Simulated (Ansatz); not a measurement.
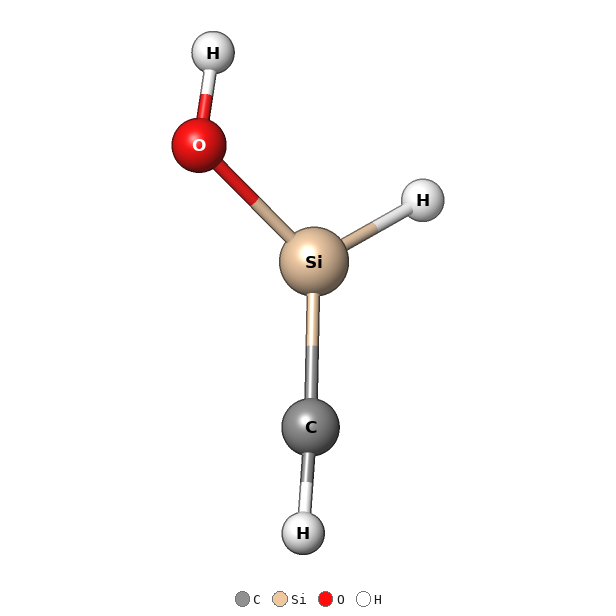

Every bond is drawn as one stick, whatever its order.

Charge 0, doublet.

Describe the molecule.

It has 6 atoms: 1 carbon, 3 hydrogen, 1 oxygen and 1 silicon (CH₃OSi). The point group is Cs. It is an open-shell species. All atoms lie on one plane. Coordination: 1 C linear; 1 Si trigonal planar; 1 O bent.

More results for the same structure follow; atom numbers are the same in all pictures, views and colours differ. Computed geometry: PBE0-D4/def2-TZVP optimisation. No frequency run is at hand to confirm it as a minimum.

**Shape**

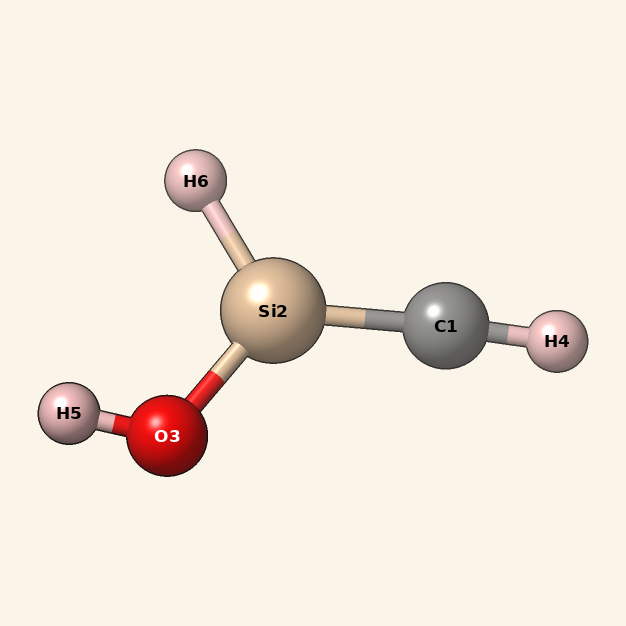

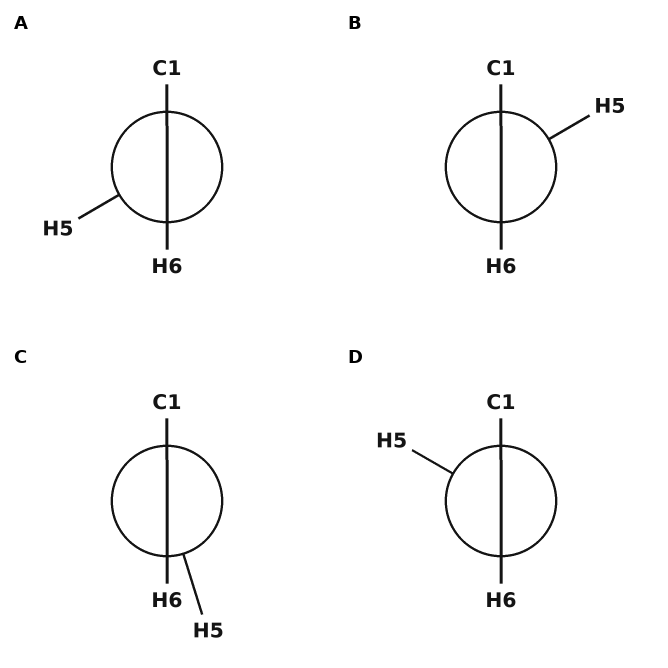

Distant atoms are faded towards the background colour. Bonds that would overlap in a projection are set slightly apart. No frequency run is at hand to confirm it as a minimum.

Which Newman projection shows the view along Si2–O3, with Si2 in front?

Answer. C. The torsion angle C1–Si2–O3–H5 is 180°, antiperiplanar (anti).

**Electronic properties**

No frequency run is at hand to confirm it as a minimum. Method: UKS ωB97M-V/def2-TZVPP (Ansatz 0.2.0).

What is the ⟨S²⟩ of the determinant?

Answer. 0.762.

**Charges**

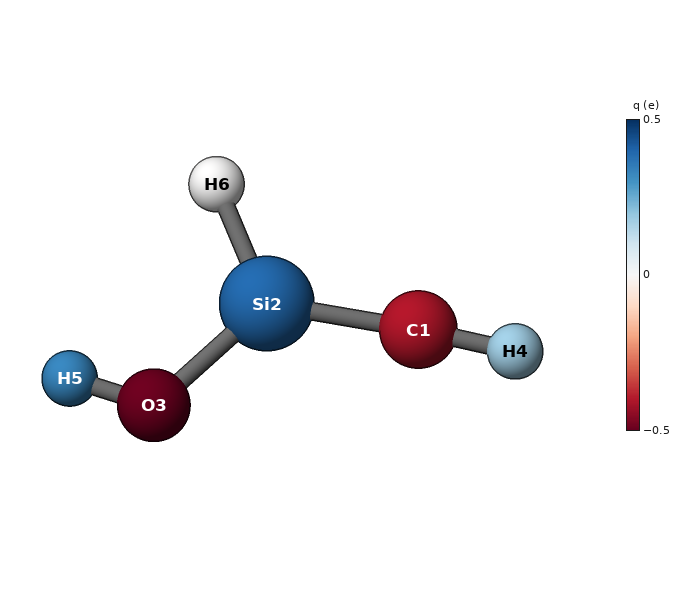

Atoms are coloured by their Mulliken charges. No frequency run is at hand to confirm it as a minimum. Level of theory: UKS PBE0-D4/def2-TZVP (Ansatz 0.2.0).

Which atom carries the highest charge (most positive or least negative)?

Answer. Si2 (0.39 e).

And the lowest?

Answer. O3 (−0.49 e).

List the Mulliken charges.

| atom | value (e) |
| --- | --- |
| C1 | −0.40 |
| Si2 | 0.39 |
| O3 | −0.49 |
| H4 | 0.18 |
| H5 | 0.33 |
| H6 | 0.00 |

**Dipole moment**

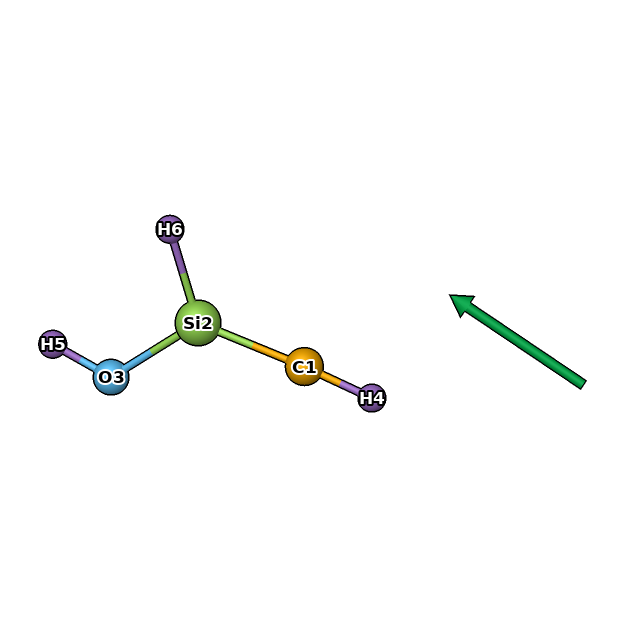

The arrow beside the molecule shows the direction of the dipole moment, from the negative to the positive end (its length means nothing). No frequency run is at hand to confirm it as a minimum. Method: UKS PBE0-D4/def2-TZVP (Ansatz 0.2.0).

How large is the dipole moment?

Answer. 2.42 D; it points from the side of H4 to the side of H5 (the outermost atoms at the two ends).

Mulliken values depend strongly on the basis set and can even reverse the polarity of a bond.
